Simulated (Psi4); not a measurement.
# quartet C2F5: levels of theory compared

Aim: a comparison of 3 runs (U-wB97X/cc-pVDZ, UB2PLYP/cc-pVDZ, UOMP2/cc-pVDZ) of quartet C2F5. 

The results are computed with Psi4 1.11.

### Step 1. The molecule

C2F5: 7 atoms, total charge 0, spin state quartet. As SMILES of the parent species, `F[C](F)C(F)(F)F`. The coordinates come from a PBE0-D4/def2-TZVP relaxation. That shape belongs to the parent species and isn't relaxed for this state.

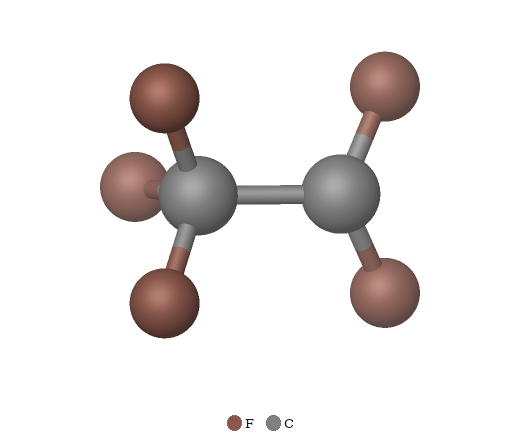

Viewed from a chosen angle; fluorine brown, carbon grey.

### Step 2. The energy at U-wB97X/cc-pVDZ (run 1)

Input file input.inp:

```
memory 2200 mb

molecule {
  0 4
  F
  C 1 1.312226
  F 2 1.312222 1 112.19077
  C 2 1.514308 3 114.38599 1 132.43862
  F 4 1.326761 2 109.75704 3 174.43932
  F 4 1.326779 5 109.3566 2 120.43374
  F 4 1.337522 5 108.14647 6 117.54788
  symmetry c1
}

set basis cc-pVDZ
set reference uks
set puream true
set e_convergence 1e-09
set d_convergence 1e-08
set scf_type pk
set dft_radial_points 99
set dft_spherical_points 590
set maxiter 100

E, wfn = energy('wb97x', return_wfn=True)
oeprop(wfn, 'LOWDIN_CHARGES', 'MULLIKEN_CHARGES', 'DIPOLE')
```

The run is started by

```console
psi4 input.inp input.out -n 1
```

input.out:

```text
[...]
  Running in c1 symmetry.
[...]
  Nuclear repulsion =  346.112020387941186
[...]
  Multiplicity = 4
[...]
  Nalpha       = 30
  Nbeta        = 27
[...]
    Number of basis functions: 98
[...]
   @UKS iter   1:  -574.75686172906217    8.65730e-02   4.81617e-03 DIIS/ADIIS
[...]
   @UKS iter  18:  -574.83834541427768   -2.72848e-12   5.48624e-09 DIIS
[...]
   @S^2 Observed:                3.756352617E+00
[...]
  @UKS Final Energy:  -574.83834541427768
   => Energetics <=
    Nuclear Repulsion Energy =            346.1120203879411861
    One-Electron Energy =               -1485.9981413214818531
    Two-Electron Energy =                 610.8077144316373506
    DFT Exchange-Correlation Energy =     -45.7599389123743521
    Empirical Dispersion Energy =           0.0000000000000000
    VV10 Nonlocal Energy =                  0.0000000000000000
    Total Energy =                       -574.8383454142776827
[...]
 Multipole Moments:
 ------------------------------------------------------------------------------------
     Multipole            Electronic (a.u.)      Nuclear  (a.u.)        Total (a.u.)
 ------------------------------------------------------------------------------------
 L = 1.  Multiply by 2.5417464519 to convert [e a0] to [Debye]
 Dipole X            :         -0.2529726            0.2743546            0.0213820
 Dipole Y            :          0.0642647           -0.0199863            0.0442784
 Dipole Z            :          0.0433533           -0.0135730            0.0297803
 Magnitude           :                                                    0.0574859
[...]
  Mulliken Charges: (a.u.)
   Center  Symbol    Alpha    Beta     Spin     Total
       1     F     4.64639  4.41000  0.23639 -0.05638
       2     C     3.67788  2.26298  1.41491  0.05914
       3     F     4.64639  4.41001  0.23638 -0.05640
       4     C     3.13057  2.56676  0.56381  0.30267
       5     F     4.64203  4.42701  0.21502 -0.06904
       6     F     4.64204  4.42700  0.21505 -0.06904
       7     F     4.61470  4.49625  0.11845 -0.11095
   Total alpha = 30.00000, Total beta = 27.00000, Total charge =  0.00000
  Lowdin Charges: (a.u.)
[...]
```

Wall time 41 s (1 thread of AMD EPYC 9B14 (Zen 4), shared host); peak memory 1.4 GiB.

### Step 3. A single-point energy at UB2PLYP/cc-pVDZ (density fitting for correlation) (run 2)

Input file run.py:

```python
import numpy as np
from ase.calculators.psi4 import Psi4
from ase import Atoms

a = Atoms(['F', 'C', 'F', 'C', 'F', 'F', 'F'], positions=[
    [1.561030, -0.846020, 0.512950],
    [0.322010, -0.468420, 0.723150],
    [-0.464130, -1.481230, 1.002660],
    [-0.228340, 0.480800, -0.320510],
    [0.577960, 1.527090, -0.444820],
    [-1.434800, 0.896110, 0.043240],
    [-0.333720, -0.108340, -1.516660],
])
calc = Psi4(atoms=a, method='b2plyp', basis='cc-pVDZ', memory='2200MB', num_threads=1, charge=0, multiplicity=4, label='psi4-calc', reference='uks')
calc.psi4.set_options({'puream': True, 'e_convergence': 1e-09, 'd_convergence': 1e-08, 'scf_type': 'pk', 'dft_radial_points': 99, 'dft_spherical_points': 590, 'num_frozen_docc': 7, 'maxiter': 100})
a.calc = calc

print(f'energy: {a.get_potential_energy():.6f} eV')
```

The run is started by

```console
python run.py
```

psi4-calc.dat:

```text
[...]
  Running in c1 symmetry.
[...]
  Nuclear repulsion =  346.112002362467138
[...]
  Multiplicity = 4
[...]
  Nalpha       = 30
  Nbeta        = 27
[...]
    Number of basis functions: 98
[...]
   @UKS iter   1:  -574.06077405525002    1.25029e-01   4.48545e-03 ADIIS/DIIS
[...]
   @UKS iter  18:  -574.13377307407461   -2.16005e-12   4.43834e-09 DIIS
[...]
   @S^2 Observed:                3.761185965E+00
[...]
    Orbital Energies [Eh]
    ---------------------
    Alpha Occupied:
       1A    -25.448031     2A    -25.448000     3A    -25.445261
       4A    -25.445251     5A    -25.440348     6A    -10.907053
       7A    -10.844056     8A     -1.541485     9A     -1.506753
      10A     -1.457217    11A     -1.446173    12A     -1.438574
      13A     -0.961136    14A     -0.815613    15A     -0.757993
      16A     -0.750535    17A     -0.734548    18A     -0.709596
      19A     -0.669217    20A     -0.628718    21A     -0.615742
      22A     -0.609910    23A     -0.593652    24A     -0.569596
      25A     -0.562133    26A     -0.554541    27A     -0.545893
      28A     -0.544698    29A     -0.351204    30A     -0.049249
    Alpha Virtual:
[...]
  @UKS Final Energy:  -574.13377307407461
   => Energetics <=
    Nuclear Repulsion Energy =            346.1120023624671376
    One-Electron Energy =               -1485.8684766205474261
    Two-Electron Energy =                 595.8629986326737935
    DFT Exchange-Correlation Energy =     -30.2402974486681018
    Empirical Dispersion Energy =           0.0000000000000000
    VV10 Nonlocal Energy =                  0.0000000000000000
    Total Energy =                       -574.1337730740746110
[...]
 Multipole Moments:
 ------------------------------------------------------------------------------------
     Multipole            Electronic (a.u.)      Nuclear  (a.u.)        Total (a.u.)
 ------------------------------------------------------------------------------------
 L = 1.  Multiply by 2.5417464519 to convert [e a0] to [Debye]
 Dipole X            :         -0.0686564            0.0623769           -0.0062796
 Dipole Y            :          0.0673184            0.0082463            0.0755646
 Dipole Z            :         -0.1959907            0.2681329            0.0721422
 Magnitude           :                                                    0.1046611
[...]
```

On the terminal:

```text
energy: -15633.677045 eV
```

It took 32 s on 1 thread of AMD EPYC 9B14 (Zen 4), shared host; peak memory 1.3 GiB.

### Step 4. The energy at UOMP2/cc-pVDZ (density fitting for correlation) (run 3)

Input file c2f5.dat:

```
memory 2200 MB

molecule {
  0 4
  F
  C 1 1.312226
  F 2 1.312222 1 112.19077
  C 2 1.514308 3 114.38599 1 132.43862
  F 4 1.326761 2 109.75704 3 174.43932
  F 4 1.326779 5 109.3566 2 120.43374
  F 4 1.337522 5 108.14647 6 117.54788
  symmetry c1
}

set {
  basis           cc-pVDZ
  reference       uhf
  puream          true
  e_convergence   1e-09
  d_convergence   1e-08
  scf_type        pk
  num_frozen_docc 7
  maxiter         100
}

result = energy('omp2')
print_variables()
```

The run is started by

```console
psi4 -n 1 c2f5.dat c2f5.out
```

c2f5.out:

```text
[...]
  Running in c1 symmetry.
[...]
  Nuclear repulsion =  346.112020387941186
[...]
  Multiplicity = 4
[...]
  Nalpha       = 30
  Nbeta        = 27
[...]
    Number of basis functions: 98
[...]
   @UHF iter   1:  -572.27916910314900   -9.22176e-02   5.70681e-03 DIIS/ADIIS
[...]
   @UHF iter  19:  -572.42518710749334   -4.77485e-12   7.13671e-09 DIIS
[...]
   @S^2 Observed:                3.771803118E+00
[...]
    Orbital Energies [Eh]
    ---------------------
    Alpha Occupied:
       1A    -26.391559     2A    -26.391520     3A    -26.386779
       4A    -26.383133     5A    -26.383109     6A    -11.560824
       7A    -11.491402     8A     -1.798120     9A     -1.758887
      10A     -1.709172    11A     -1.696063    12A     -1.688777
      13A     -1.169880    14A     -0.975793    15A     -0.916065
      16A     -0.901289    17A     -0.883437    18A     -0.855470
      19A     -0.822528    20A     -0.779735    21A     -0.768014
      22A     -0.761402    23A     -0.741813    24A     -0.708762
      25A     -0.705124    26A     -0.694557    27A     -0.692614
      28A     -0.690738    29A     -0.484535    30A     -0.125683
    Alpha Virtual:
[...]
  @UHF Final Energy:  -572.42518710749334
   => Energetics <=
    Nuclear Repulsion Energy =            346.1120203879411861
    One-Electron Energy =               -1485.0917798195200703
    Two-Electron Energy =                 566.5545723240855978
    Total Energy =                       -572.4251871074933433
  UHF NO Occupations:
  HONO-2 :   28  A 1.0000000
  HONO-1 :   29  A 1.0000000
[...]
 Multipole Moments:
 ------------------------------------------------------------------------------------
     Multipole            Electronic (a.u.)      Nuclear  (a.u.)        Total (a.u.)
 ------------------------------------------------------------------------------------
 L = 1.  Multiply by 2.5417464519 to convert [e a0] to [Debye]
 Dipole X            :         -0.1345048            0.2743546            0.1398498
 Dipole Y            :          0.1121196           -0.0199863            0.0921333
 Dipole Z            :          0.0754840           -0.0135730            0.0619110
 Magnitude           :                                                    0.1785482
[...]
	DF-SCS-MP2 Total Energy (a.u.)     :  -573.55523166262401
	DF-SOS-MP2 Total Energy (a.u.)     :  -573.52458329700607
[...]
	DF-SCS-OMP2 Total Energy (a.u.)    :  -573.57872589757653
	DF-SOS-OMP2 Total Energy (a.u.)    :  -573.45624724341212
	DF-SCS(N)-OMP2 Total Energy (a.u.) :  -573.03706178557002
[...]
	DF-OMP2 Total Energy (a.u.)        :  -573.64603774754721
[...]
```

Wall time 3.4 min (1 thread of AMD EPYC 9B14 (Zen 4), shared host); peak memory 0.45 GiB.

### Step 5. Overview of the runs

| run | level | frozen core orbitals | fitting correlation | energy (Eh) | HOMO energy (eV) | ⟨S²⟩ | wall time |
| --- | --- | --- | --- | --- | --- | --- | --- |
| 1 | U-wB97X/cc-pVDZ | 0 | – | -574.838345 | -2.52 | 3.756 | 41 s |
| 2 | UB2PLYP/cc-pVDZ (density fitting for correlation) | 7 | density fitting | -574.527039 | -1.34 | 3.761 | 32 s |
| 3 | UOMP2/cc-pVDZ (density fitting for correlation) | 7 | density fitting | -573.646038 | -3.42 | 3.772 | 3.4 min |

### Step 6. Summary of results

```
                                                         quantity          value
                                              run 3: total energy  -573.64604 Eh
run 3: HOMO energy (Hartree–Fock orbitals) (highest over α and β)       -3.42 eV
               run 3: correlation energy (7 core orbitals frozen)    -1220.9 mEh
                         run 3: ⟨S²⟩ of the reference determinant          3.772
```

Totals of different functionals can't be ranked against each other. All runs together took 4.6 min, the longest 3.4 min.
